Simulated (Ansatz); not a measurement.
Partial pair distribution functions of a relaxed model of amorphous In24O37Na2, broadened by 0.06 Å; density 6.31 g/cm³. These are PBE, scalar-relativistic without spin-orbit coupling (plane waves to 420 eV, PAW; Ansatz, a program for electronic structure) values and carry that method's errors.

The cell was made by melting and quenching with the CHGNet potential and then relaxed with DFT. O atoms were pushed apart under 1.9 Å during the dynamics, to hinder bonds among them. The hot cell started wider than the set density and was brought back towards it in steps. It is the lowest in DFT energy of 2 quenches. It is a model cell: composition and starting density were chosen by hand, and all elements were melted together. No dispersion term was used. Its density started from a set value of 6.32 and ended at 6.31 g/cm³. Cooling (nominally 280 K/ps over its main leg) ran many orders faster than in experiment, which tends to leave more defects and strain. Values belong to this one cell and scatter from quench to quench. The volume was held where the preparation left it and the shape relaxed, at a PBE pressure of 0.8 GPa. Stress components on the final sampling reach 1.0 GPa.

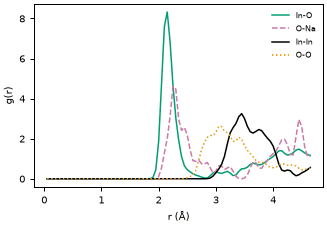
Partial pair distribution functions

Highest peaks under 4.5 Å: In-O near 2.15 Å, O-Na near 2.25 Å, In-In near 3.45 Å, O-O near 3.05 Å; pairs of few atoms are noisy.

Within 2.76 Å each In has 5.33 O neighbours on average.
